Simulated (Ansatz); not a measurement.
**ClF3H3SiTi (doublet): density, localisation and related maps**

The calculation's input:

```
crystal:
  periodic: [false, false, false]
  atoms:
    - { symbol: Ti, position_ang: [0.001454, -5.5e-05, -0.542667] }
    - { symbol: Cl, position_ang: [-0.00459, 0.001535, 3.023966] }
    - { symbol: F, position_ang: [1.780269, -0.000224, -0.641327] }
    - { symbol: F, position_ang: [-0.888049, 1.541066, -0.638939] }
    - { symbol: F, position_ang: [-0.887564, -1.541283, -0.63655] }
    - { symbol: Si, position_ang: [-0.000881, 0.000135, 5.13915] }
    - { symbol: H, position_ang: [-0.758544, -1.182345, 5.584031] }
    - { symbol: H, position_ang: [1.403386, -0.066805, 5.580633] }
    - { symbol: H, position_ang: [-0.643581, 1.247977, 5.585703] }
magnetization:
  spin_polarized: true
  initial_magnetization: 1
basis:
  gaussian: { orbitals: def2-SVP }
hamiltonian:
  xc: hf
relax:
  f_tol: 0.03
  max_steps: 50
output:
  orbitals: {}
```

Launched as:

```sh
ansatz run input.yaml --threads 4 --pin off --max-ram 5120MiB --backend cpu --events-out ev --progress --plain --runs-dir out
```

The fields are those of the run's last geometry, not of the input's.

All numbers below come from Ansatz, UHF/def2-SVP.

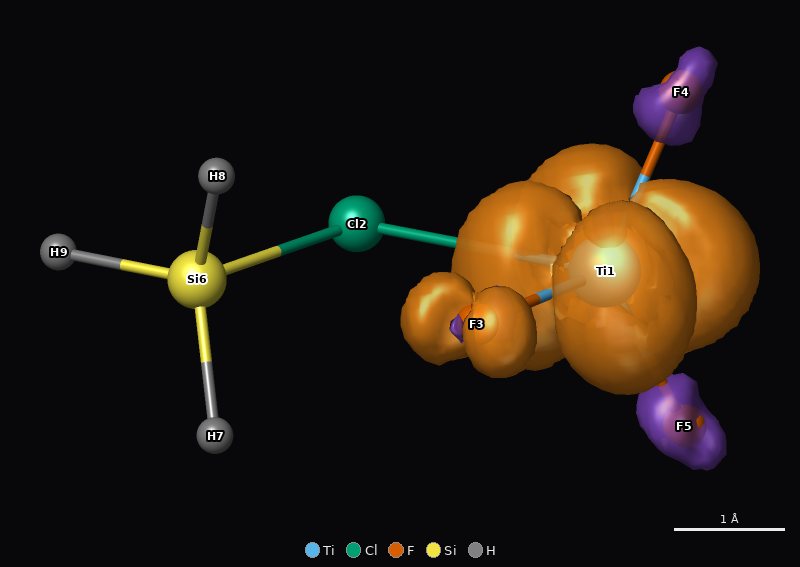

Figure 1. Isosurfaces of the spin density (α minus β) at +0.015 (orange) and −0.015 e/Å³ (purple), seen at a tilt.

Question: Describe the spin distribution.

Answer: The unpaired spin (1 electron) lies mostly on Ti1 (about 1.0), in electrons by Hirshfeld's partition.

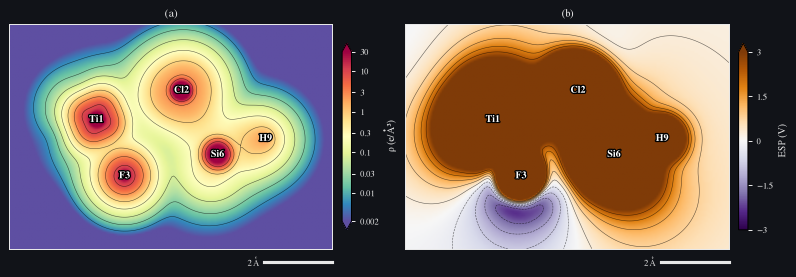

Figure 2. (a) electron density; (b) electrostatic potential on the plane of atoms Ti1, Cl2 and Si6.

Question: Read the bonding off the picture.

Answer:
- Atoms in the plane: Ti, Cl, F, Si and H.
- Si–Cl (2.17 Å): the density is about 0.7 e/Å³ at the midpoint.
- Ti–Cl (2.64 Å): ρ is about 0.23 e/Å³ halfway.
- Si–H (1.47 Å): ρ is about 0.82 e/Å³ halfway.
- Ti–F (1.85 Å): the density is about 0.72 e/Å³ at the midpoint.
- Outside the dense part of the molecule the potential is most negative (−2.3 V) near F3.

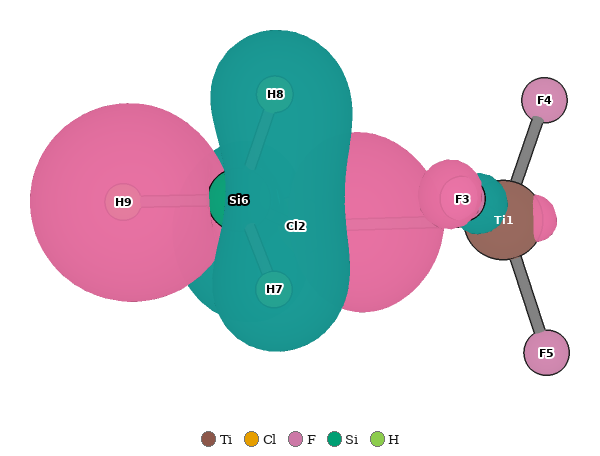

Figure 3. The HOMO−1 (β) at ±0.08 Å⁻³ᐟ² (teal and pink are the two phases), seen at a tilt.

Question: What is the character of this orbital?

Answer: It lies mainly on Cl2 (about 30 %), Si6 (about 25 %), H9 (about 25 %), H8 (about 5 %) and H7 (about 5 %). Its energy is −13.70 eV.
